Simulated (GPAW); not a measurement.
# BH5S (B(H2S)H3), step by step

Wanted: a geometry optimisation (LDA (PW92)/plane waves), then the harmonic vibrations (LDA (PW92)/plane waves) of BH5S (B(H2S)H3). 

Program for the calculation: GPAW 26.7.0.

2 further runs of the same task are left out: 2 that didn't finish.

## 1. The molecule

BH5S: 7 atoms, total charge 0, spin state singlet. As SMILES, `[H]B([H])([H])<-S`. All atoms were displaced at random from a relaxed shape. The run starts from this shape.

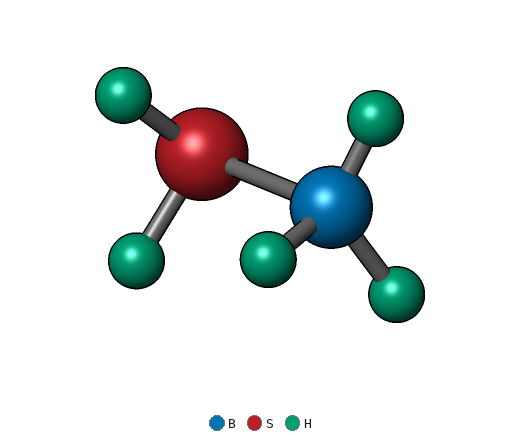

The structure, seen from a chosen angle (boron blue, sulfur red, hydrogen teal).

## 2. A structure relaxation at LDA (PW92)/plane waves (scalar-relativistic datasets, plane-wave cutoff 340 eV) (run 1)

File molecule.xyz:

```xyz
7

B      0.064303    -0.260211    -0.819734
S      0.048317    -0.282077     1.250614
H      0.515963     0.937869     1.410569
H     -1.223871     0.092705     1.365131
H      1.320977    -0.251221    -1.100863
H     -0.373368     0.835322    -1.129231
H     -0.468733    -1.152115    -0.997897
```

File calc.py:

```python
from ase.io import read, write
from ase.optimize import QuasiNewton
from gpaw import GPAW, PW

atoms = read('molecule.xyz')
atoms.center(vacuum=5.0)

calc = GPAW(mode=PW(340),
            xc='LDA',
            occupations={'name': 'fermi-dirac', 'width': 0.01},
            maxiter=150,
            symmetry='off',
            txt='-')
atoms.calc = calc

opt = QuasiNewton(atoms, trajectory='molecule.traj')
converged = opt.run(fmax=0.05, steps=100)
print('Converged:', converged)
print(f'Final energy = {atoms.get_potential_energy():.5f} eV')
print(f'r(H5-B0)                {atoms.get_distance(5, 0):.4f} Ang')
print(f'r(H2-S1): {atoms.get_distance(2, 1):.4f} Ang')
write('relaxed.xyz', atoms)
```

Started as:

```bash
OMP_NUM_THREADS=1 python calc.py
```

Standard output:

```text
[...]
  mode=PW(ecut=340.0),
[...]
Number of symmetries: 1
[...]
  Number of IBZ points: 1
[...]
Cutoff: 340.0 eV
Spin-components: 1 (collinear spins)
Bands:           13
[...]
  Valence electrons: 14.0
[...]
  Grid points: [54 54 54]
  Charge: 0.0  # |e|
[...]
    cutoffs:
[...]
occupation numbers:
  Fermi-Dirac:
[...]
xc functional:
  name: None
[...]
|iter     |     time |      energy | eigst |  dens |
[...]
|iter:   1| 00:00:05 |  -32.324377 | +0.72 |       |
[...]
Converged in 10 steps
[...]
dipole moment: (-0.164897, 0.184164, 0.731891)  # |e|*Ang
Fermi level: -5.505
[...]
Converged in 9 steps
[...]
Converged in 7 steps
[...]
Converged in 7 steps
[...]
Converged in 7 steps
[...]
|iter:   6| 00:05:15 |  -28.739086c| -7.78c| -4.34c|
Converged in 6 steps
[...]
Energy contributions relative to reference atoms: (reference = -11547.843019)
Energy contributions:
  Kinetic:          27.295417
  Coulomb:         -30.179934
  Zero:              0.019274
  External:          0.000000
  Xc:              -25.873844
  Entropy:          -0.000000
  Spinorbit:         0.000000
  ----------------------------
  Free energy:     -28.739086
  Extrapolated:    -28.739086
dipole moment: (-0.129344, 0.205006, 0.742495)  # |e|*Ang
Fermi level: -5.505
Eigenvalues  # (at kpt = [0.000, 0.000, 0.000])
| band index |      eig [eV] | occ [0-2] |
|------------|---------------|-----------|
|          0 |       -20.066 |     2.000 |
|          1 |       -12.630 |     2.000 |
|          2 |       -11.937 |     2.000 |
|          3 |        -9.899 |     2.000 |
|          4 |        -7.974 |     2.000 |
|          5 |        -7.088 |     2.000 |
|          6 |        -6.823 |     2.000 |
|          7 |        -1.390 |     0.000 |
|          8 |        -1.314 |     0.000 |
|          9 |        -0.093 |     0.000 |
|         10 |         0.064 |     0.000 |
|         11 |         0.513 |     0.000 |
[...]
Gap: 5.433 eV
Transition (v -> c):
[...]
Forces  # eV/Ang
|        x |        y |        z |
|----------|----------|----------|
| -0.02449 |  0.00932 | -0.01435 |  # B    0
| -0.03277 | -0.00083 | -0.00243 |  # S    1
|  0.00433 |  0.00417 | -0.00595 |  # H    2
|  0.01876 | -0.00947 |  0.00700 |  # H    3
|  0.01261 |  0.01310 |  0.00174 |  # H    4
|  0.02200 | -0.00469 |  0.00369 |  # H    5
| -0.00364 | -0.01093 |  0.01140 |  # H    6
Force computation time: 2.542  # s
BFGSLineSearch:   10[ 17] hh:mm:ss      -28.739086       0.0329
Converged: True
Final energy = -28.73909 eV
r(H5-B0)                1.2120 Ang
r(H2-S1): 1.3657 Ang
```

Run time: 5.3 min. Hardware: 1 thread of Intel Xeon at 2.50GHz (Skylake/Cascade Lake), shared host; peak memory 0.36 GiB.

Steps, from the record of the run:

| step | energy from the first frame kept (eV) | largest force (eV/Å) |
| --- | --- | --- |
| 0 | 0.0000 | 6.1752 |
| 1 | -0.4616 | 1.0583 |
| 2 | -0.5136 | 0.7748 |
| 3 | -0.5607 | 0.5495 |
| 4 | -0.5765 | 0.4170 |
| 5 | -0.5820 | 0.2186 |
| 6 | -0.5857 | 0.1455 |
| 7 | -0.5892 | 0.0783 |
| 8 | -0.5907 | 0.1932 |
| 9 | -0.5919 | 0.1011 |
| 10 | -0.5926 | 0.0329 |

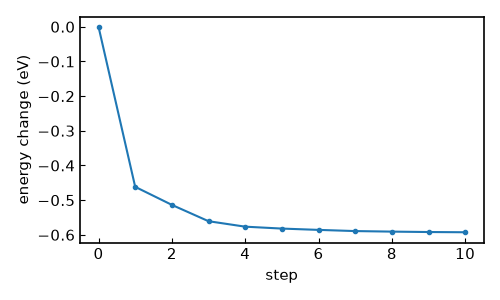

Energy along the run.

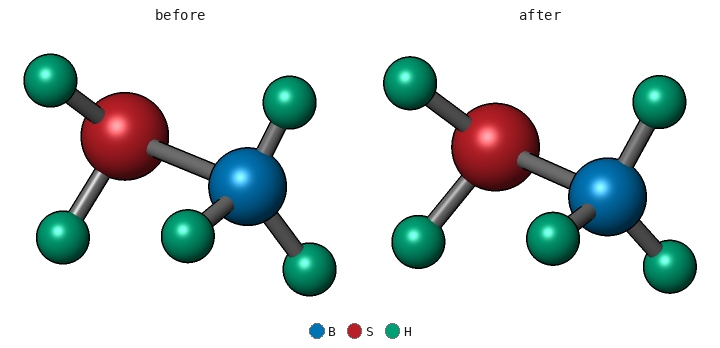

Before and after, at one scale.

After the run. Bond lengths: B1–S2 1.914 Å, S2–H3 1.366 Å, S2–H4 1.366 Å, B1–H5 1.218 Å, B1–H6 1.212 Å, B1–H7 1.218 Å. Angles: B1–S2–H3 105.2°, B1–S2–H4 104.5°, S2–B1–H5 100.7°, S2–B1–H6 109.4°, S2–B1–H7 100.3°, H3–S2–H4 91.0°, H5–B1–H6 116.4°, H5–B1–H7 111.9°, H6–B1–H7 115.6°.

## 3. The harmonic vibrations at LDA (PW92)/plane waves (scalar-relativistic datasets, plane-wave cutoff 340 eV, shape nonlinear) (run 2)

File relaxed.xyz:

```xyz
7
Lattice="12.544848 0.0 0.0 0.0 12.089984 0.0 0.0 0.0 12.5398" Properties=species:S:1:pos:R:3:magmoms:R:1:forces:R:3 free_energy=-28.739086480929025 energy=-28.739086480929025 dipole="-0.12934393174213976 0.20500613915108137 0.7424954856839537" magmom=0.0 pbc="F F F"
B        6.32964356       5.95781999       5.32351233       0.00000000      -0.02448861       0.00931677      -0.01434589
S        6.29721863       5.90117639       7.23628397       0.00000000      -0.03277365      -0.00083448      -0.00242834
H        6.74784120       7.12639327       7.63753966       0.00000000       0.00433117       0.00417076      -0.00594744
H        5.01476648       6.23756830       7.56642950       0.00000000       0.01876356      -0.00946802       0.00699982
H        7.52384371       5.84651731       5.11366015       0.00000000       0.01261144       0.01310015       0.00174186
H        5.80932898       6.98389247       4.94222327       0.00000000       0.02199716      -0.00468619       0.00369481
H        5.72540359       4.93224336       5.06405310       0.00000000      -0.00364332      -0.01093106       0.01140084
```

File calc.py:

```python
from ase.io import read
from ase.thermochemistry import IdealGasThermo
from ase.vibrations import Vibrations
from gpaw import GPAW, PW

# Set up the molecule
system = read('relaxed.xyz')

# Calculator
calc = GPAW(mode=PW(340),
            xc='LDA',
            occupations={'name': 'fermi-dirac', 'width': 0.01},
            convergence={'density': 1e-05},
            maxiter=150,
            symmetry='off',
            txt='BH5S.txt')
system.calc = calc

energy = system.get_potential_energy()
vib = Vibrations(system, delta=0.02)
vib.run()
vib.summary()
freqs = vib.get_frequencies()
zpe = vib.get_zero_point_energy()

thermo = IdealGasThermo(vib_energies=vib.get_energies(), potentialenergy=energy, atoms=system, geometry='nonlinear',
                        symmetrynumber=1, spin=0.0, ignore_imag_modes=True)
H = thermo.get_enthalpy(1000.0, verbose=False)
S = thermo.get_entropy(1000.0, 100000.0, verbose=False)
G = thermo.get_gibbs_energy(temperature=1000.0, pressure=100000.0)
```

Started as:

```bash
python3 calc.py
```

Standard output:

```text
---------------------
  #    meV     cm^-1
---------------------
  0    5.2i     42.3i
  1    3.7i     29.8i
  2    2.0i     16.2i
  3    1.4i     11.4i
  4    1.7      13.3
  5    3.2      25.6
  6   32.6     262.8
  7   58.2     469.6
  8   60.6     488.5
  9   71.6     577.7
 10  104.1     839.5
 11  113.5     915.3
 12  128.0    1032.2
 13  133.5    1076.7
 14  134.6    1085.7
 15  142.1    1146.3
 16  302.4    2439.3
 17  311.4    2511.7
 18  313.5    2528.8
 19  315.6    2545.5
 20  317.5    2560.5
---------------------
Zero-point energy: 1.272 eV
Enthalpy components at T = 1000.00 K:
===============================
Enthalpy components at T = 1000.00 K:
===============================
E_pot                -28.739 eV
E_ZPE                  1.270 eV
Cv_trans (0->T)        0.129 eV
Cv_rot (0->T)          0.129 eV
Cv_vib (0->T)          0.518 eV
-------------------------------
U                    -26.693 eV
===============================
(C_v -> C_p)           0.086 eV
-------------------------------
H                    -26.607 eV
===============================

Entropy components at T = 1000.00 K and P = 100000.0 Pa:
=================================================
{"":15s}{"S":13s}     {"T*S:13s}
S_trans (1 bar)    0.0018891 eV/K        1.889 eV
S_rot              0.0010718 eV/K        1.072 eV
S_elec             0.0000000 eV/K        0.000 eV
S_vib              0.0009373 eV/K        0.937 eV
S (1 bar -> P)    -0.0000000 eV/K       -0.000 eV
-------------------------------------------------
S                  0.0038982 eV/K        3.898 eV
=================================================

Free energy components at T = 1000.00 K and P = 100000.0 Pa:
=======================
    H        -26.607 eV
 -T*S         -3.898 eV
-----------------------
    G        -30.505 eV
=======================
```

BH5S.txt, cut to the lines that bear on the results:

```text
[...]
  mode=PW(ecut=340.0),
[...]
Converged in 9 steps
[...]
dipole moment: (-0.128791, 0.206109, 0.746454)  # |e|*Ang
[...]
Converged in 9 steps
[...]
Energy contributions relative to reference atoms: (reference = -11547.843019)
Energy contributions:
  Kinetic:          27.457350
  Coulomb:         -30.302044
  Zero:              0.019131
  External:          0.000000
  Xc:              -25.913029
  Entropy:          -0.000000
  Spinorbit:         0.000000
  ----------------------------
  Free energy:     -28.738590
  Extrapolated:    -28.738590
dipole moment: (-0.129481, 0.204335, 0.738889)  # |e|*Ang
Fermi level: -4.812
Eigenvalues  # (at kpt = [0.000, 0.000, 0.000])
| band index |      eig [eV] | occ [0-2] |
|------------|---------------|-----------|
|          0 |       -20.060 |     2.000 |
|          1 |       -12.639 |     2.000 |
|          2 |       -11.931 |     2.000 |
[... 9 lines of this table left out ...]
|         12 |         0.561 |     0.000 |
Gap: 5.450 eV
Transition (v -> c):
[...]
Forces  # eV/Ang
|        x |        y |        z |
|----------|----------|----------|
|  0.01107 |  0.06833 |  0.04460 |  # B    0
| -0.01336 |  0.03019 |  0.01216 |  # S    1
|  0.00410 |  0.00439 |  0.00912 |  # H    2
|  0.01964 | -0.00940 |  0.00251 |  # H    3
|  0.00777 |  0.00352 | -0.00363 |  # H    4
|  0.01420 | -0.01502 | -0.00328 |  # H    5
| -0.04635 | -0.08108 | -0.06066 |  # H    6
Force computation time: 2.338  # s
timing:  # [seconds]
  Total:  833.620  # ━━━━━━━━━━━━━━━━━━━━━━━━━━━━━━━━━━━━━━━━━━━━━━━━━━━━━━━━
  Init:     4.451  # ╸
  SCF:    665.495  # ━━━━━━━━━━━━━━━━━━━━━━━━━━━━━━━━━━━━━━━━━━━━╸
  Forces:  97.819  # ━━━━━━╸
  Move:    60.604  # ━━━━
```

Wall time 14 min (1 thread of Intel Xeon at 2.50GHz (Skylake/Cascade Lake), shared host); peak memory 0.39 GiB.

## 4. Summary of results

```
                                                                                            quantity             value
               run 1, LDA (PW92)/plane waves: energy as printed (from the program's reference atoms)       -28.7391 eV
                                                        run 1, LDA (PW92)/plane waves: dipole moment            3.75 D
                                  run 1, LDA (PW92)/plane waves: HOMO energy (from the vacuum level)          -7.03 eV
                                  run 1, LDA (PW92)/plane waves: LUMO energy (from the vacuum level)          -1.59 eV
                                                        run 1, LDA (PW92)/plane waves: HOMO–LUMO gap           5.43 eV
                                           run 2, LDA (PW92)/plane waves: lowest harmonic wavenumber          263 cm⁻¹
                                          run 2, LDA (PW92)/plane waves: highest harmonic wavenumber         2560 cm⁻¹
                                                    run 2, LDA (PW92)/plane waves: zero-point energy      122.5 kJ/mol
run 2, LDA (PW92)/plane waves: ideal-gas entropy at 1000 K and 100000 Pa (symmetry number 1 as used)  89.9 cal/(mol K)
```

**Reading.** The optimisation (run 1, LDA (PW92)/plane waves) took 10 steps and changed the energy by -0.593 eV. All 15 modes (run 2, LDA (PW92)/plane waves) are real, so the shape is a minimum at this level.
